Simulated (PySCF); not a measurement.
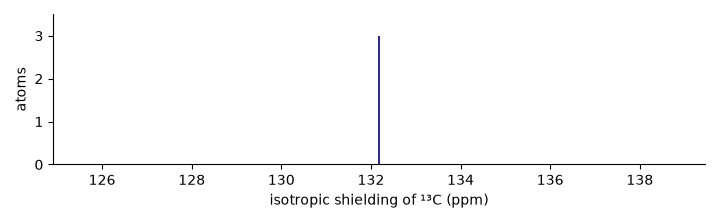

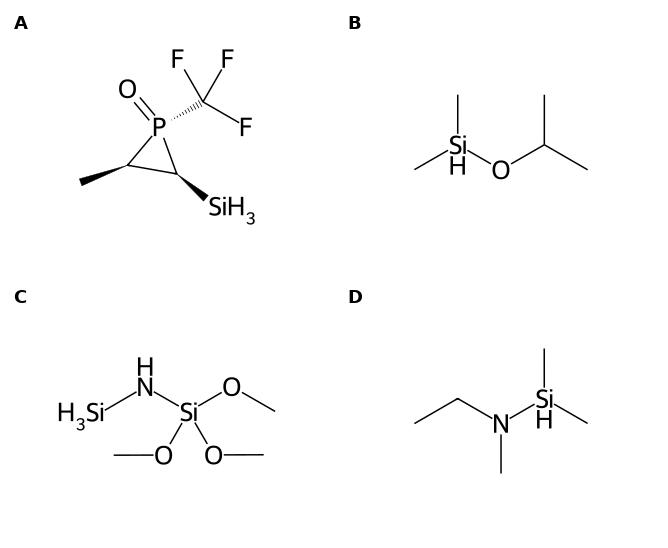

The sticks are computed shieldings of one of the molecules, for one fixed geometry (PBE0-D3(BJ)/def2-SVP) without averaging over rotations. Low shielding means a high chemical shift. Method: GIAO PBE0/pcSseg-1 NMR shielding, non-relativistic, gas phase (PySCF 2.14.0).

Which molecule gives this pattern?

C, `CO[Si](N[SiH3])(OC)OC`. Its 3 C atoms give lines at 132.2 (3 atoms) ppm.
